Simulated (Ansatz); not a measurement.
The calculation's input:

```
crystal:
  periodic: [false, false, false]
  atoms:
    - {symbol: Li, position_ang: [-0.953933, 1.577105, -1.533611]}
    - {symbol: O, position_ang: [0.620880, 1.597338, -1.387840]}
    - {symbol: S, position_ang: [2.229578, 1.855826, -1.257016]}
    - {symbol: H, position_ang: [2.685587, 0.572992, -1.116800]}
basis:
  gaussian: {orbitals: def2-TZVPD}
hamiltonian: {xc: pbe0}
output: {forces: true, orbitals: {seedname: orbitals}}
```

Launched as:

```sh
ansatz run input.yaml --threads 1 --pin off --max-ram 2610MiB --events-out events.jsonl --progress --plain --runs-dir runs
```

Geometry: B3LYP-D3(BJ)/def2-SVP.

Method: Ansatz, isolated molecule in a Gaussian basis; Kohn-Sham density functional theory, functional PBE0.

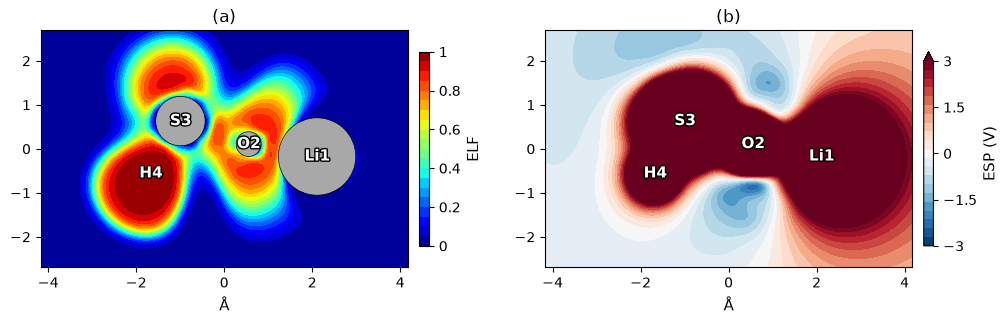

HLiOS (SMILES [Li][O]S). (a) electron localisation function; (b) electrostatic potential on the molecular plane. Grey discs cover the atomic cores in the ELF map.

**Interpret the plot.**

- The section cuts through Li, O, S and H sites.
- Li–O (1.58 Å): the ELF peaks at about 0.85 in the valence shell of O, 0.6 Å from its nucleus, and is about 0.35 at the midpoint; an ionic contact with no shared pair.
- S–O (1.63 Å): the ELF peaks at about 0.80 between the atoms: a shared but strongly polarised pair.
- S–H (1.37 Å): the ELF climbs to about 1 towards the hydrogen, as it does in any bond to H (a covalent bond by its length).
- The ELF also peaks beside S3, away from the bonds: lone-pair regions.
- Outside the dense part of the molecule the potential is most negative (−1.8 V) near O2.
